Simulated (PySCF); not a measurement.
SMILES [CH3][Al]([CH3])[CH2]B(O)O at its GFN2-xTB optimised geometry (Å):

```
17

B      0.4011     0.2013     0.1627
O      0.3637    -1.1836     0.0000
O      1.6086     0.7293     0.4605
C     -1.0482     0.7758     0.0000
Al    -1.6462    -1.1836     0.0000
C     -2.0530    -2.0604     1.7500
C     -2.0885    -1.9601    -1.7884
H      1.1889    -1.6747     0.0429
H      1.6462     1.6747     0.5907
H     -1.3103     1.5631     0.7077
H     -1.1767     1.2192    -0.9932
H     -1.6417    -3.0723     1.8347
H     -1.6951    -1.5074     2.6250
H     -3.1333    -2.1711     1.8790
H     -1.7723    -3.0031    -1.8969
H     -1.6646    -1.4192    -2.6409
H     -3.1718    -1.9657    -1.9384
```

Method: PBE0/def2-SVP (PySCF). Cells within 0.4 Å of a nucleus heavier than hydrogen are left out (blank, or x).

Map of the deformation density (molecule minus spherical neutral atoms) (e/bohr³) on the plane z = 0.0 Å:

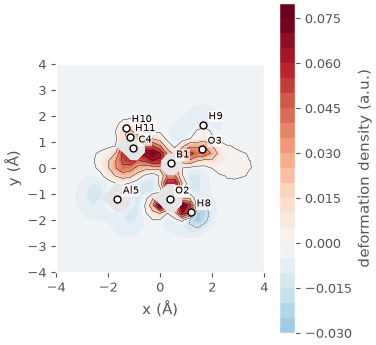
Fig. 1. Deformation density (molecule minus spherical neutral atoms) (e/bohr³) on the plane z = 0.0 Å.
